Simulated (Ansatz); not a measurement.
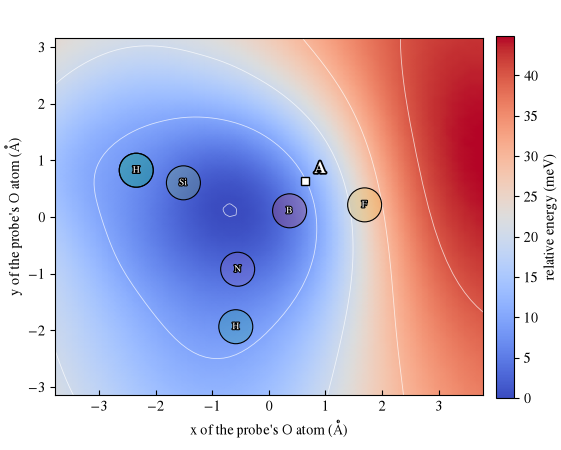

BFH₃NSi (SMILES FB1N[SiH2]1) with the probe H2O. 
- The probe is moved over a plane parallel to the molecule's main plane, 4.31 Å above it.
- First axis: x of the probe's O atom. Second axis: y of the probe's O atom.
- Nothing is relaxed (molecule and probe rigid, the probe upright with O nearest the plane).
- The scan uses a 13 × 11 grid.
- All energies are given in meV relative to the lowest grid point.
- The calculation used RKS B3LYP-D4/def2-SVPD in Ansatz.

The picture shows a smooth colour map with a few white contour lines, labelled circles for the molecule's atoms, projected on the plane, the point A. Between grid points the surface is interpolated.

Q: Which way does the force act at A, and how strong is it?

A: A, at x of the probe's O atom = 0.63 Å, y of the probe's O atom = 0.63 Å, is not a stationary point. The computed force is 0.014 eV/Å in the plane, pointing down and left in the picture (components −0.012 and −0.006 eV/Å).
